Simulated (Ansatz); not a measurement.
# Calculations on CH6SiTe

### Relaxation

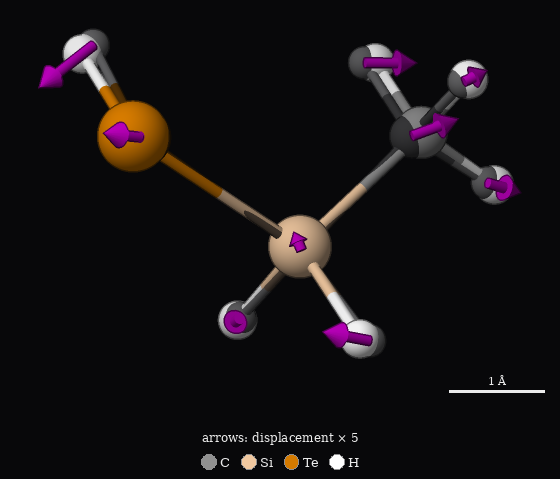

A relaxation of CH6SiTe. The starting structure is drawn faded, the final one solid; purple arrows show the displacements, 5 times their true length. The two geometries are superimposed by the best rigid fit.

The picture is a ball-and-stick view, seen at a tilt.

The run prepares an end point of a later path (torsion) calculation, from a guessed geometry.

Computed with RKS PBE-D4/def2-SVP (Ansatz 0.2.0). Set-up: no spin polarisation; force threshold 0.015 eV/Å; at most 40 steps.

> Atoms of which element are displaced furthest, and by how much?

Hydrogen: up to 0.18 Å, against 0.12 Å for carbon.

> What happened in the run?

After 6 geometry steps the energy has fallen by 0.257 eV. Largest force component: 2.2 eV/Å at the start, 0.0075 eV/Å at the end. An H atom moves most after the best rigid fit: 0.18 Å. By element the largest moves are H 0.18 Å, C 0.12 Å, Te 0.11 Å, Si 0.05 Å. Some distances before and after: C–Si 1.799 → 1.888 Å, H–Si 1.431 → 1.505 Å, Si–Te 2.459 → 2.530 Å, H–Te 1.745 → 1.683 Å. Among the angles between lasting bonds that change: Te–Si–H 108.8° → 103.5°, H–C–H 103.7° → 108.8°, C–Si–Te 108.6° → 112.6°.

### Relaxation

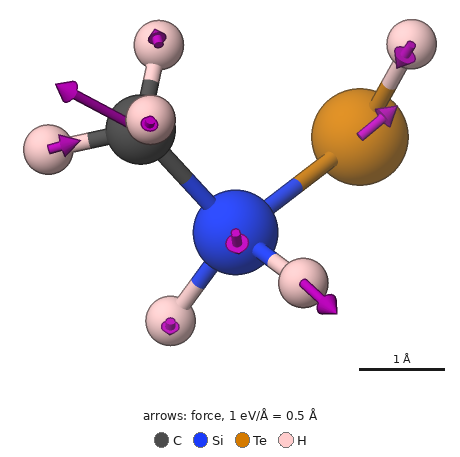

Starting geometry of CH6SiTe with the computed forces as purple arrows. A ball-and-stick model, seen at a tilt.

The run prepares an end point of a later path (torsion) calculation, from a guessed geometry.

Computed with RKS PBE-D4/def2-SVP (Ansatz). (no spin polarisation; force threshold 0.015 eV/Å; at most 40 steps)

> Is this structure relaxed? If not, where do the atoms go?

It isn't relaxed: the largest force vector, on the C atom, is 2.79 eV/Å. The final displacements have little in common with the starting forces (cosine between the two patterns 0.12). After 11 accepted moves (13 points after the start) the energy has fallen by 8.26 kcal/mol. Largest force component: 2.5 eV/Å at the start, 0.012 eV/Å at the end. The line search rejected the trial steps at points 4, 9 of the run. The largest move after the best rigid fit is that of an H atom, 0.95 Å. Largest moves by element: H 0.95 Å, Te 0.27 Å, C 0.11 Å, Si 0.09 Å. Among the contacts that change: C–Si 1.799 → 1.888 Å, H–Si 1.431 → 1.505 Å, Si–Te 2.459 → 2.530 Å, H–Te 1.745 → 1.683 Å. Bond angles that change, for instance: Te–Si–H 108.8° → 103.5°, H–C–H 103.7° → 108.3°, C–Si–Te 108.6° → 112.5°. Groups turn about C–Si by about 60°.

### Path

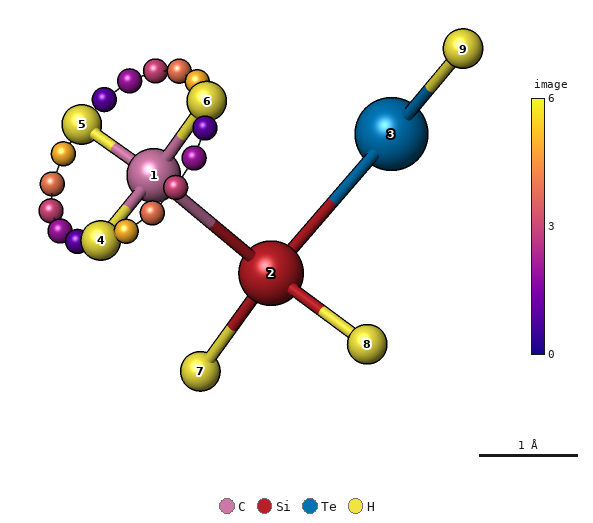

NEB run on CH6SiTe. Images are numbered from 0 (start) to 6 (end). The start is drawn whole; smaller spheres mark the moving atoms (H) in the later images, joined by lines and coloured by the number of the image. The picture is a ball-and-stick view, seen from a free direction.

Computed with RKS PBE-D4/def2-SVP (Ansatz 0.2.0).

The input:
```yaml
crystal:
  periodic: [false, false, false]
  atoms:
    - { symbol: C, position_ang: [-0.800616, 0.733039, -0.610841] }
    - { symbol: Si, position_ang: [0.382879, -0.697021, -0.268258] }
    - { symbol: Te, position_ang: [2.008643, -0.184491, 1.600882] }
    - { symbol: H, position_ang: [-1.472285, 0.480709, -1.457831] }
    - { symbol: H, position_ang: [-0.237337, 1.652764, -0.863716] }
    - { symbol: H, position_ang: [-1.427624, 0.943111, 0.278698] }
    - { symbol: H, position_ang: [1.277226, -0.964092, -1.449278] }
    - { symbol: H, position_ang: [-0.386604, -1.95137, 0.049471] }
    - { symbol: H, position_ang: [0.744119, -0.058948, 2.703873] }
basis:
  gaussian: { orbitals: def2-SVP }
hamiltonian:
  xc: pbe
  dispersion: d4
neb:
  order_check: false
  images: 5
  f_tol: 0.05
  max_iterations: 60
  initial_path: idpp
  final_atoms:
    - { symbol: C, position_ang: [-0.81820767, 0.7179551, -0.6014774] }
    - { symbol: Si, position_ang: [0.29354711, -0.7580298, -0.21475912] }
    - { symbol: Te, position_ang: [2.18490165, -0.15950698, 1.35560063] }
    - { symbol: H, position_ang: [-0.22611555, 1.5470987, -1.03729795] }
    - { symbol: H, position_ang: [-1.30866007, 1.08892127, 0.32123101] }
    - { symbol: H, position_ang: [-1.60980914, 0.42477132, -1.32295343] }
    - { symbol: H, position_ang: [1.00324852, -1.25110369, -1.44717372] }
    - { symbol: H, position_ang: [-0.51551122, -1.88907502, 0.36198621] }
    - { symbol: H, position_ang: [1.08500739, 0.2326701, 2.56784377] }
```

Command:
```bash
ansatz run input.yaml --threads 1 --pin off --max-ram 2048MiB --backend cpu --events-out ev --progress --plain --runs-dir out
```

### What moves, how far, and at what cost in energy?

The motion is a rotation about the C1–Si2 bond by about 120°. No bond forms or breaks between the ends. The two ends have the same energy, and the highest point, image 3, lies 6.8 kJ/mol above the start. The band converged in 4 iterations, with a climbing image at the top. At the top, the vibrational analysis gives one imaginary mode (167i cm⁻¹), as a transition state must have.
